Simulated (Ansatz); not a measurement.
## What TiC (model cell, started as CsCl type) distorts into

Which phase does TiC (model cell, started as CsCl type) fall into along its unstable mode, and how much energy does it gain?

Main program and level: Ansatz 0.2.0; DFT PBEsol, scalar-relativistic, plane waves, PAW.

The structure was built from a prototype and need not be the compound's stable phase.

### 1. Starting point

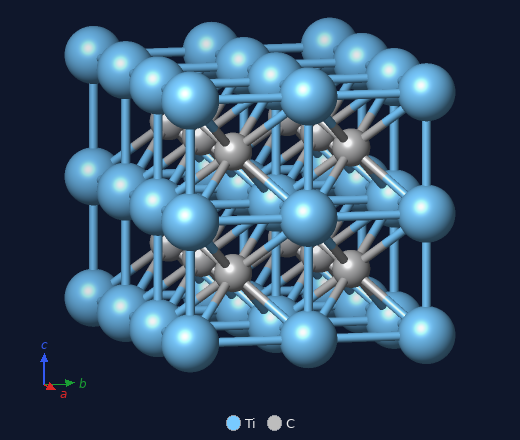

The starting structure, seen slightly off an axis (titanium blue, carbon light grey). 3×2×2 cells are drawn. Some periodic images of atoms are drawn too.

### 2. Response at finite wavevector

The cell comes from relaxations at this level that are not shown. Stability and thermal properties need the whole zone. Linear response on a 4×4×4 q mesh gives force constants as far as a supercell of that size would.

Input file input.yaml:

```yaml
crystal:
  lattice:
    - [2.6818219351, 0.0, 0.0]
    - [0.0, 2.6818219351, 0.0]
    - [0.0, 0.0, 2.6818219351]
  atoms:
    - { symbol: Ti, position: [0.0, 0.0, 0.0] }
    - { symbol: C, position: [0.5, 0.5, 0.5] }
kpoints:
  mp_grid: { grid: [16, 16, 16] }
hamiltonian:
  xc: pbesol
scf:
  occupations: { method: methfessel_paxton, width: 0.15 }
output:
  eigenvalues: true
phonons:
  method: dfpt
  qmesh: [4, 4, 4]
  temperatures: { t_max: 1000, t_step: 50 }
  qpath:
    path:
      - [[0.0, 0.0, 0.0], [0.0, 0.5, 0.0], [0.5, 0.5, 0.0], [0.0, 0.0, 0.0], [0.5, 0.5, 0.5], [0.0, 0.5, 0.0]]
      - [[0.5, 0.5, 0.5], [0.5, 0.5, 0.0]]
    npoints: 10
```

Command:

```bash
ansatz run input.yaml --threads 4 --pin off --max-ram 7168MiB --backend cpu --events-out ev --progress --plain --runs-dir out
```

Numbers of over 12 decimals in the logs are rounded to 6 here.

The log of the run:

```text
Engine: ansatz 0.2.0, aarch64-unknown-linux-gnu
Pseudopotentials: kind: paw
Pseudopotential: Ti, paw, valence charge 12, recommended cutoff 420 eV (normal), Ti.paw.azcp
Pseudopotential: C, paw, valence charge 4, recommended cutoff 420 eV (normal), C.paw.azcp
Functional definition: PBEsol
  exchange = pbesol_x
  correlation = pbesol_c
Crystal: 2 atoms, lattice volume = 19.288 Å³
Basis set: ecut = 420 eV, 389 PW (Γ), exchange–correlation on 36×36×36 points (8 copies of the dense FFT grid, shifted against one another)
Bands: 12, of which v1, the nominal top of the filled ones, is band 8 counted from 1 (7 counted from 0)
Symmetry: 48 space group operations
k-points: 165 of 4096
Non-local potential: Ti, projectors of the file, l = 0: 3, l = 1: 2, l = 2: 3, l = 3: 1
Non-local potential: C, projectors of the file, l = 0: 2, l = 1: 2, l = 2: 1
PAW form: soft (Blöchl's): semilocal exchange-correlation on the pseudo side does not see the compensation charge
PAW frozen core: Ti, regenerated for the run's functional, and the local potential with it (the file was generated under x = pbe(κ = 0.804, μ = 0.219515), c = pbe(β = 0.066725))
PAW frozen core: C, regenerated for the run's functional, and the local potential with it (the file was generated under x = pbe(κ = 0.804, μ = 0.219515), c = pbe(β = 0.066725))
PAW one-centre angular grid: Ti, 590 points (default); XC on 64 Gauss nodes
PAW one-centre angular grid: C, 110 points (default); XC on 64 Gauss nodes
Initial density: superposition of atomic densities (neutral atoms: chi_scale 0, normalization atom), corrected by the library's trained network
Initial wavefunctions: pseudopotential atomic-orbital guess
Functional: x = pbesol(κ = 0.804, μ = 0.123457), c = pbesol(β = 0.046)
SCF iter   1: F=—  HF=-2720.082352 eV  |F-HF|=—  |Δ(HF+E_count)|=         —  Δρ=1.39e-2  dr2=4.86e-2  ethr=1.77e-3  ⟨swp⟩=4.3  Hψ=9592  notcnv=0
preconditioner: auto → none  [metal: Δε(μ)=0.005 eV  Ē_g=7.449 eV  σ=0.150 eV  W_gap=0.03  n_scr=6 (ndim 8)  ℏωp=23.9 eV  f_vac=0.000  D(μ)=3.63/eV (n_scr^D=80)  sad-step TF]
SCF iter   2: F=—  HF=-2720.078106 eV  |F-HF|=—  |Δ(HF+E_count)|=   4.25e-3  S|Δr|=    0.00e0  Δρ=9.74e-3  dr2=2.51e-2  ethr=3.04e-4  ⟨swp⟩=1.0  Hψ=3300  notcnv=0
SCF iter   3: F=—  HF=-2720.075067 eV  |F-HF|=—  |Δ(HF+E_count)|=   3.04e-3  S|Δr|=    0.00e0  Δρ=1.29e-3  dr2=1.11e-4  ethr=1.57e-4  ⟨swp⟩=1.8  Hψ=2133  notcnv=0  defer=1
SCF iter   4: F=—  HF=-2720.075059 eV  |F-HF|=—  |Δ(HF+E_count)|=   7.79e-6  S|Δr|=    0.00e0  Δρ=2.98e-4  dr2=6.32e-6  ethr=6.93e-7  ⟨swp⟩=3.0  Hψ=3347  notcnv=0
SCF iter   5: F=—  HF=-2720.075061 eV  |F-HF|=—  |Δ(HF+E_count)|=   1.81e-6  S|Δr|=    0.00e0  Δρ=8.33e-6  dr2=8.28e-9  ethr=3.95e-8  ⟨swp⟩=1.3  Hψ=2095  notcnv=0
SCF iter   6: F=—  HF=-2720.075061 eV  |F-HF|=—  |Δ(HF+E_count)|=   2.12e-7  S|Δr|=    0.00e0  Δρ=1.52e-6  dr2=5.00e-10  ethr=5.17e-11  ⟨swp⟩=2.5  Hψ=3139  notcnv=0
SCF iter   7: F=-2720.075061 eV  HF=-2720.075061 eV  |F-HF|=4.55e-13  |Δ(HF+E_count)|=  5.09e-11  S|Δr|=    0.00e0  Δρ=4.56e-8  dr2=1.28e-13  ethr=1.00e-12  ⟨swp⟩=4.0  Hψ=7834  notcnv=0
the search or the solves at the SCF's close seem to have found levels that the self-consistency loop had missed (the run counts 1). By its estimate they hold under 1e-12 electrons; where the run keeps them, the occupations were computed again with them
SCF 1 converged in 7 iterations: F = -2720.075061 eV  dr2 = 1.28e-13
  greatest PAW one-centre occupation: 0.999 electrons in one spin orbital (limit 2), on the Ti atom at site 0 (counted from 0), in its partial waves of l = 0
Initial density: read from a saved state, or passed on in memory by an earlier SCF of this step, an earlier step, the calling program or the single point that the run made first
iter 1 solved again at ethr=2.26e-9 eV; its pass at ethr=3.10e-3 eV (dr2=3.61e-7 eV) is discarded
SCF iter   1: F=—  HF=-2720.075061 eV  |F-HF|=—  |Δ(HF+E_count)|=         —  Δρ=5.94e-8  dr2=4.47e-13  ethr=2.26e-9  ⟨swp⟩=3.0  Hψ=14975  notcnv=0
eigensolver tolerance schedule: the retry pair's looser diagonalisation over-reported the residual by 807648.76 of it (diagonalisation noise at 1.43 of the residual, at the tolerance the schedule requests for it); recorded, not acted on — ethr = c·dr2/N_el stays at c = 1.0e-1
preconditioner: auto → none  [metal: Δε(μ)=0.003 eV  Ē_g=7.489 eV  σ=0.150 eV  W_gap=0.01  n_scr=6 (ndim 8)  ℏωp=23.9 eV  f_vac=0.000  D(μ)=3.52/eV (n_scr^D=80)]
SCF iter   2: F=-2720.075061 eV  HF=-2720.075061 eV  |F-HF|=0.00e0  |Δ(HF+E_count)|=  6.91e-11  S|Δr|=    0.00e0  Δρ=2.76e-8  dr2=7.99e-14  ethr=1.00e-12  ⟨swp⟩=3.5  Hψ=5979  notcnv=0
SCF 2 converged in 2 iterations: F = -2720.075061 eV  dr2 = 7.99e-14
phonons: the bands overlap, so this run is a metal and interpolates without the dipole-dipole term. If the crystal is really an insulator or semiconductor, its LO-TO splitting is missing
NSCF: frozen V_eff on 165 k-points
NSCF: frozen V_eff on 405 k-points
DFPT response loops at q = (0, 0, 0) (fractional): preconditioner auto → Kerker (q_TF=auto, 2.645 Å⁻¹) (partly filled bands, converged f_vac=0.000); β = 1.00, the filter's whole step (`scf.mixing.beta` (0.50) is not read by the response loops under this deck's `scf.mixing.preconditioner`; to damp them name `kerker` or `kerker_dos`, under which they read `scf.mixing.beta`, and type it under 1.00, their step now; both keys bind the ground state too); Broyden in place of MSR1
NSCF: frozen V_eff on 2592 k-points
DFPT response loops at q = (0, 0, 0.25) (fractional): mixed as the last ones told, above
NSCF: frozen V_eff on 1458 k-points
DFPT response loops at q = (0, 0, -0.5) (fractional): mixed as the last ones told, above
NSCF: frozen V_eff on 4608 k-points
DFPT response loops at q = (0, 0.25, 0.25) (fractional): mixed as the last ones told, above
NSCF: frozen V_eff on 2592 k-points
DFPT response loops at q = (0, 0.25, -0.5) (fractional): mixed as the last ones told, above
NSCF: frozen V_eff on 1458 k-points
DFPT response loops at q = (0, -0.5, -0.5) (fractional): mixed as the last ones told, above
NSCF: frozen V_eff on 4352 k-points
DFPT response loops at q = (0.25, 0.25, 0.25) (fractional): mixed as the last ones told, above
NSCF: frozen V_eff on 4608 k-points
DFPT response loops at q = (0.25, 0.25, -0.5) (fractional): mixed as the last ones told, above
NSCF: frozen V_eff on 2592 k-points
DFPT response loops at q = (0.25, -0.5, -0.5) (fractional): mixed as the last ones told, above
NSCF: frozen V_eff on 810 k-points
DFPT response loops at q = (-0.5, -0.5, -0.5) (fractional): mixed as the last ones told, above
SCF converged after 7 iterations
Stability not checked: this state was not tested for a lower state beside it, because cold or Methfessel-Paxton smearing, or corrected tetrahedra, fill the levels in a way that the test cannot read (fill_not_monotonic; see scf.lower_state_search)
Free energy (F): -2720.075061 eV
Harris-Foulkes:  -2720.075061 eV  (|F-HF|=4.55e-13)
Internal energy: -2720.070481 eV  (E = F + TS)
E sigma→0 (E₀):  -2720.073916 eV
Entropy (-TS):   -0.004580 eV (-2.290 meV/atom)
Fermi energy:    15.901999 eV
--- Per-component energies (eV) ---
  E_band       = -89.977915
  E_kinetic    = 362.194211
  E_local      = -730.721577  (includes V_loc(G=0)·N_el)
  E_nonlocal   = 35.706521
  E_hartree    = 301.095541
  E_xc         = -145.924315
  E_vxc        = -182.909848  (∫ρ·V_xc dr)
  E_paw        = -1117.143488  (= ΣΔE_a)
  E_vpaw       = -176.438381  (= ΣTr[D̂ρ^β])
  E_aug_tail   = 0.000077  (compensation charges beyond the density's cutoff)
  E_ewald      = -1425.437935
  E_core_change = 0.160485  (= ΣΔE_core)
  E_smearing   = -0.004580  (= −TS)
  E_closure    = -0.000000  (closes the sum)
  Σ components = -2720.075061   (vs F -2720.075061, Δ=0.00e0)
--- Band table (eV; the first three rows and the last of 165) ---
  k-point 0: bands = [... 4 lower, 2.7374, 14.2238, 14.2238, 17.4618, 17.4618, 17.4618, 19.3580, 19.3580]
  k-point 1: bands = [... 4 lower, 2.8160, 14.1354, 14.2557, 17.2543, 17.2543, 17.4305, 19.3672, 19.5817]
  k-point 2: bands = [... 4 lower, 3.0472, 13.8061, 14.3482, 16.8062, 16.8062, 17.4578, 19.3934, 20.0795]
  k-point 164: bands = [... 4 lower, 9.4439, 10.3323, 10.3323, 10.3323, 20.7827, 20.7827, 23.0756, 23.0756]
--- Phonons (Γ-DFPT): 2 representative perturbations + reference (Σ response iterations 6) ---
  ASR residual: 1.910e-5 → 0.000e0 eV/Å²; symmetrization residual: 2.780e-7 eV/Å²
  ASR residual per site (eV/Å²): 7.21e-6 1.91e-5
  Γ frequencies (cm⁻¹): 0.00 0.00 0.00 251.40 251.40 251.40
--- Phonons (arbitrary-q DFPT): 10 irreducible q on the 4×4×4 mesh ---
  q = [0.0000, 0.0000, 0.0000] (star 1, of the zone-centre solve; hermiticity 2.49e-7, symmetrization 6.14e-12): -0.00 -0.00 0.00 251.40 251.40 251.40
  q = [0.0000, 0.0000, 0.2500] (star 6, 4 solved perturbations in 4032 linear systems a pass and spin channel, the states on 1296 of 4096 k-point pairs; hermiticity 1.04e-7, symmetrization 2.59e-14): -225.08 -225.08 115.18 162.54 162.54 364.93
  q = [0.0000, 0.0000, -0.5000] (star 3, 4 solved perturbations in 2268 linear systems a pass and spin channel, the states on 729 of 4096 k-point pairs; hermiticity 9.44e-13, symmetrization 2.68e-12): -333.98 -333.98 -172.87 -172.87 145.13 398.31
  q = [0.0000, 0.2500, 0.2500] (star 12, 4 solved perturbations in 7056 linear systems a pass and spin channel, the states on 2304 of 4096 k-point pairs; hermiticity 2.65e-7, symmetrization 6.94e-14): -318.91 -133.21 -33.96 118.84 253.11 362.90
  q = [0.0000, 0.2500, -0.5000] (star 12, 6 solved perturbations on 1296 of 4096 k-point pairs; hermiticity 2.36e-7, symmetrization 2.00e-12): -314.26 -275.35 -56.60 260.56 308.59 417.62
  q = [0.0000, -0.5000, -0.5000] (star 3, 4 solved perturbations in 2268 linear systems a pass and spin channel, the states on 729 of 4096 k-point pairs; hermiticity 6.24e-8, symmetrization 7.93e-14): -356.56 -332.31 303.22 303.22 392.58 392.58
  q = [0.2500, 0.2500, 0.2500] (star 8, 2 solved perturbations on 2176 of 4096 k-point pairs; hermiticity 8.32e-7, symmetrization 1.52e-12): -177.17 -177.17 -155.99 -88.99 263.37 263.37
  q = [0.2500, 0.2500, -0.5000] (star 12, 4 solved perturbations in 7056 linear systems a pass and spin channel, the states on 2304 of 4096 k-point pairs; hermiticity 1.53e-7, symmetrization 1.31e-12): -204.45 -50.91 48.39 249.85 282.07 403.55
  q = [0.2500, -0.5000, -0.5000] (star 6, 4 solved perturbations in 4032 linear systems a pass and spin channel, the states on 1296 of 4096 k-point pairs; hermiticity 4.75e-8, symmetrization 1.75e-12): -293.74 -108.38 268.69 268.69 343.21 343.21
  q = [-0.5000, -0.5000, -0.5000] (star 1, 2 solved perturbations on 405 of 4096 k-point pairs; hermiticity 6.38e-13, symmetrization 4.68e-12): 178.69 178.69 178.69 261.40 261.40 261.40
  sum rule: each row above includes the acoustic sum rule's correction from the zone centre's row sums; it moved no ω² by more than (0.66 cm⁻¹)²
  mesh force constants: q→R imaginary residual 1.01e-18; ASR residual 1.910e-5 → 0.000e0 eV/Å²; symmetrization residual 9.770e-15 eV/Å²
  interpolated dispersion: 62 rows × 6 modes
  density of states and harmonic sums: on the 24×24×24 q-mesh, interpolated from the force constants of a 4×4×4 supercell (no non-analytic term)
  largest difference from the sums on the solved wave vectors: F 2.98e-2 eV, S 5.33e-5 and C_V 2.34e-5 eV/K
  zero-point energy: 0.057817 eV/cell   skipped modes (ω ≤ 0): 1083, of them read as no rigid motion or as one in doubt: 1080 (2.430e0 modes/cell left out, lowest -369.84 cm⁻¹)   left out of the sums: 4.05e-1 of the cell's modes: C_V's classical limit lies that fraction below 3 k_B per atom; for a crystal, a wire or a layer, F and S can be off by more, and a phonons.interpolated_qmesh denser along its periods is the remedy for the sampling
```

Wall time 3.4 min (4 threads of Arm Neoverse V1, shared host); peak memory 1.7 GiB; 13 min of CPU time.

Numbers from this step:

```yaml
volume_per_atom: 9.644 Å³
gap_on_the_k_mesh: 0 eV
sum_rule_residual_before_enforcement: 1.91e-5 eV/Å²
lowest_frequency_on_the_path: -369.2 cm⁻¹
point_group: m-3m
highest_frequency_on_the_path_or_at_a_solved_wavevector: 419.1 cm⁻¹
highest_optical_mode_at_the_zone_centre_no_lo_to_term: 251.4 cm⁻¹
lowest_optical_zone_centre_mode: 251.4 cm⁻¹
lowest_mode_on_the_q_mesh_acoustic_modes_at_gamma_apart: -356.6 cm⁻¹
```

Frequencies (cm⁻¹) solved at each irreducible wavevector; negative means imaginary. Frequencies by wavevector, by row:

```tsv
q in reciprocal lattice units	star	mode 1	mode 2	mode 3	mode 4	mode 5	mode 6
0 0 0	1	0	0	0	251.4	251.4	251.4
0 0 0.25	6	-225.1	-225.1	115.2	162.5	162.5	364.9
0 0 -0.5	3	-334	-334	-172.9	-172.9	145.1	398.3
0 0.25 0.25	12	-318.9	-133.2	-34	118.8	253.1	362.9
0 0.25 -0.5	12	-314.3	-275.4	-56.6	260.6	308.6	417.6
0 -0.5 -0.5	3	-356.6	-332.3	303.2	303.2	392.6	392.6
0.25 0.25 0.25	8	-177.2	-177.2	-156	-89	263.4	263.4
0.25 0.25 -0.5	12	-204.4	-50.9	48.4	249.8	282.1	403.6
0.25 -0.5 -0.5	6	-293.7	-108.4	268.7	268.7	343.2	343.2
-0.5 -0.5 -0.5	1	178.7	178.7	178.7	261.4	261.4	261.4
```

Interpolated from a 4×4×4 q mesh. Phonon branches along the path, in cm⁻¹:

```tsv
point	branch 1	branch 2	branch 3	branch 4	branch 5	branch 6
Γ	0	0	0	251	251	251
X	-334	-334	-173	-173	145	398
M	-357	-332	303	303	393	393
Γ	0	0	0	251	251	251
R	179	179	179	261	261	261
X	-334	-334	-173	-173	145	398
jump to R	179	179	179	261	261	261
M	-357	-332	303	303	393	393
```

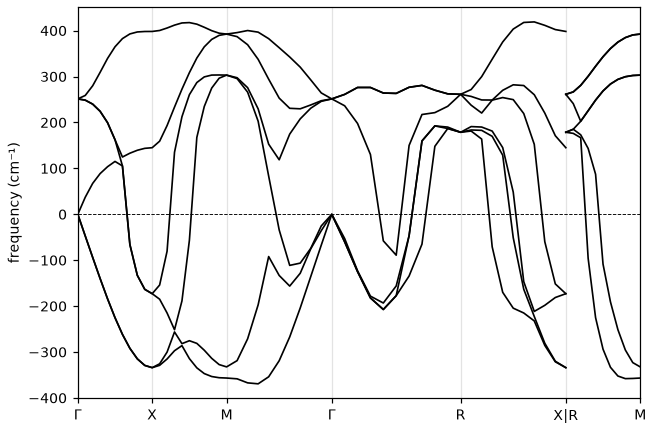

Phonon branches along the path.

Symmetry leaves 10 wavevectors to solve. The lowest mode among them, the acoustic zeros apart, lies at q = (0, -0.5, -0.5) and is imaginary, 356.6i cm⁻¹, so the energy falls along it. Between them the interpolated path dips to 369i cm⁻¹.

### 3. The mode frozen in, largest atomic shift 0 Å

The mode followed lies at q = (0, 0, -0.5) with frequency 334.0i cm⁻¹ and is 2-fold degenerate, one of the unstable modes though not the softest. At small amplitude the distorted cell has space group no. 63 by a symmetry search on the positions. The undistorted cell that holds it gives the zero of energy on the same k mesh.

System of this step: TiC (model cell, started as CsCl type). The structure is cubic, space group Pm-3m (No. 221). The conventional cell has a = 2.682 Å, b = 2.682 Å, c = 2.682 Å, α = 90.00°, β = 90.00°, γ = 90.00°. Nearest to Ti lie 8 C at 2.32 Å. Nearest to C lie 8 Ti at 2.32 Å. Farther neighbours are not listed.

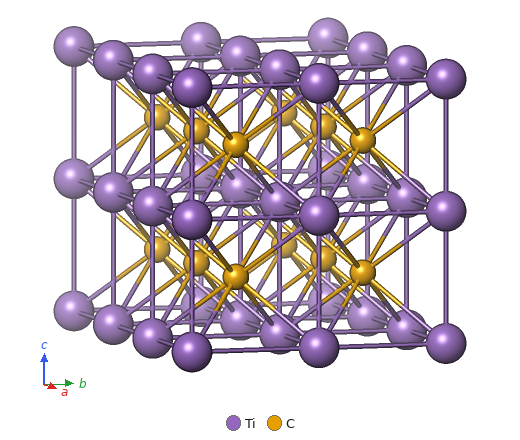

The cell of this step (titanium purple, carbon orange). 3×2×1 cells are drawn. Some periodic images of atoms are drawn too.

Input file input.yaml:

```yaml
crystal:
  lattice:
    - [2.6818219351, 0.0, 0.0]
    - [0.0, 2.6818219351, 0.0]
    - [0.0, 0.0, 5.3636438702]
  atoms:
    - { symbol: Ti, position: [0.0, 0.0, 0.0] }
    - { symbol: Ti, position: [0.0, 0.0, 0.5] }
    - { symbol: C, position: [0.5, 0.5, 0.25] }
    - { symbol: C, position: [0.5, 0.5, 0.75] }
kpoints:
  mp_grid: { grid: [14, 14, 8] }
hamiltonian:
  xc: pbesol
scf:
  occupations: { method: methfessel_paxton, width: 0.15 }
output:
  forces: true
  stress: true
  eigenvalues: true
```

The log of the run:

```text
[...]
Crystal: 4 atoms, lattice volume = 38.576 Å³
Basis set: ecut = 420 eV, 757 PW (Γ), exchange–correlation on 36×36×72 points (8 copies of the dense FFT grid, shifted against one another)
Bands: 20, of which v1, the nominal top of the filled ones, is band 16 counted from 1 (15 counted from 0)
Symmetry: 32 space group operations
[...]
k-points: 180 of 1568
[...]
--- Band table (eV; the first three rows and the last of 180) ---
  k-point 0: bands = [... 12 lower, 14.2247, 14.9064, 14.9064, 15.1795, 17.4595, 17.4595, 17.4600, 19.3592]
  k-point 1: bands = [... 12 lower, 14.2566, 14.9688, 14.9688, 15.1377, 17.2523, 17.2523, 17.4288, 19.3684]
  k-point 2: bands = [... 12 lower, 14.3491, 15.0216, 15.1533, 15.1533, 16.8046, 16.8046, 17.4566, 19.3946]
  k-point 179: bands = [... 12 lower, 11.2916, 11.2916, 14.4335, 14.4335, 17.4002, 17.4002, 19.8318, 19.8318]
[key lines of the parts left out:]
SCF converged after 6 iterations
Free energy (F): -5440.159552 eV
Fermi energy:    15.905650 eV
P = ⅓ Tr σ = -0.0244 GPa (-0.244 kbar)
```

Run time: 1.8 s. Hardware: 4 threads; peak memory 0.4 GiB.

This step gave:

| Quantity | Value |
| --- | --- |
| pressure | -0.02443 GPa |
| energy from the undistorted cell | 0 meV/atom |

The run ends at a pressure of -0.02 GPa.

### 4. The mode frozen in, largest atomic shift 0.45 Å

The atoms are moved along the unstable eigenvector, the largest shift by 0.45 Å, with the cell fixed.

input.yaml, the sections that differ from step 3:

```yaml
crystal:
  lattice:
    - [2.6818219351, 0.0, 0.0]
    - [0.0, 2.6818219351, 0.0]
    - [0.0, 0.0, 5.3636438702]
  atoms:
    - { symbol: Ti, position: [0.1186499549, 0.1186499549, 0.0] }
    - { symbol: Ti, position: [-0.1186499549, -0.1186499549, 0.5] }
    - { symbol: C, position: [0.5, 0.5, 0.25] }
    - { symbol: C, position: [0.5, 0.5, 0.75] }
# kpoints, hamiltonian, scf, output: as in step 3
```

The log of the run:

```text
[...]
Crystal: 4 atoms, lattice volume = 38.576 Å³
Basis set: ecut = 420 eV, 757 PW (Γ), exchange–correlation on 36×36×72 points (8 copies of the dense FFT grid, shifted against one another)
Bands: 20, of which v1, the nominal top of the filled ones, is band 16 counted from 1 (15 counted from 0)
Symmetry: 8 space group operations
[...]
k-points: 285 of 1568
[...]
--- Band table (eV; the first three rows and the last of 285) ---
  k-point 0: bands = [... 12 lower, 14.5264, 14.8223, 14.9804, 16.0542, 16.3806, 17.4028, 17.9474, 18.3982]
  k-point 1: bands = [... 12 lower, 14.4003, 14.6263, 14.8897, 16.1190, 16.2459, 17.6252, 18.2414, 18.4055]
  k-point 2: bands = [... 12 lower, 13.9920, 14.1432, 14.8352, 15.6593, 16.6907, 18.1579, 18.3722, 18.7255]
  k-point 284: bands = [... 12 lower, 11.6519, 11.6519, 13.2352, 13.2352, 17.9888, 17.9888, 19.9135, 19.9135]
[key lines of the parts left out:]
SCF converged after 6 iterations
Free energy (F): -5441.033740 eV
Fermi energy:    16.145808 eV
P = ⅓ Tr σ = 14.3955 GPa (143.955 kbar)
```

Run time: 2.9 s. Hardware: 4 threads; peak memory 0.46 GiB.

This step gave:

* pressure: 14.40 GPa
* energy from the undistorted cell: -218.9 meV/atom

The energy, extrapolated to zero smearing, is -218.92 meV/atom against the undistorted cell.

The run ends at a pressure of 14.40 GPa, with forces up to 0.37 eV/Å.

### 5. Energy along the mode, all amplitudes (two of the runs are shown above)

An imaginary frequency means negative curvature, so the energy should fall and then rise again as anharmonic terms take over.

Numbers from this step:

```yaml
depth_at_the_lowest_point_sampled: 218.9 meV/atom
largest_atomic_shift_at_that_point: 0.45 Å
```

The energy from the parent by largest atomic shift:

```tsv
largest atomic shift (Å)	energy from the parent (meV/atom)
0.000	0
0.040	-7.58
0.080	-27.4
0.140	-68.0
0.220	-126
0.320	-188
0.450	-219
0.600	-84.1
```

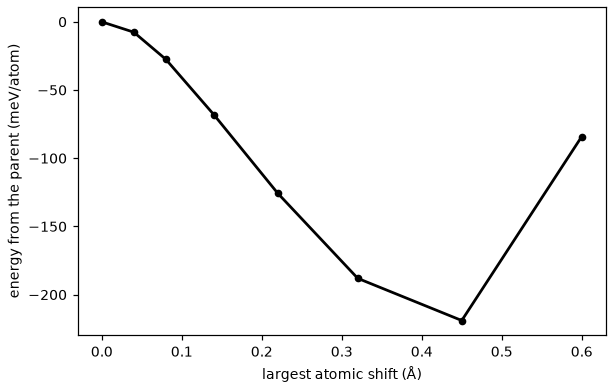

Energy from the parent, plotted against largest atomic shift.

Displacement at unit largest shift by atom:

```tsv
atom	x (Å)	y (Å)	z (Å)	size
Ti1	0.707	0.707	0.000	1.000
Ti2	-0.707	-0.707	0.000	1.000
C3	0.000	0.000	0.000	0.000
C4	0.000	0.000	0.000	0.000
```

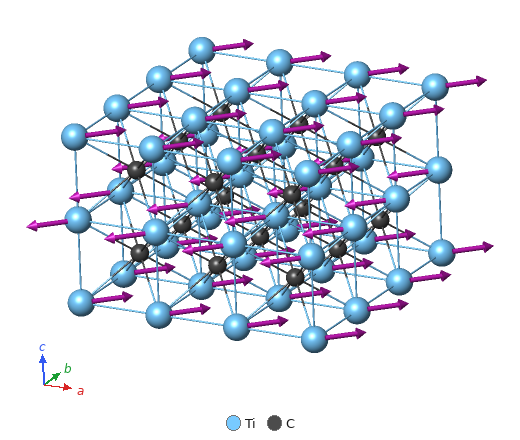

Displacement at unit largest shift as arrows, the longest 1.000 Å. 3×3×1 cells are drawn. Some periodic images of atoms are drawn too.

The lowest of the steps tried is at 0.45 Å, 219 meV/atom below the parent; the bottom of the well need not coincide with a step.

(Part 1 of 3 ends here.)

[Logs are printed without paths, hosts, clocks, repeated set-up lines and the standing remarks that a program may print on its own settings, such as how far it seeks lower states.]

[Hosts, paths, dates, database ids (printed as entryN), source tags and the programs' standing remarks are cut or masked in the printed files.]
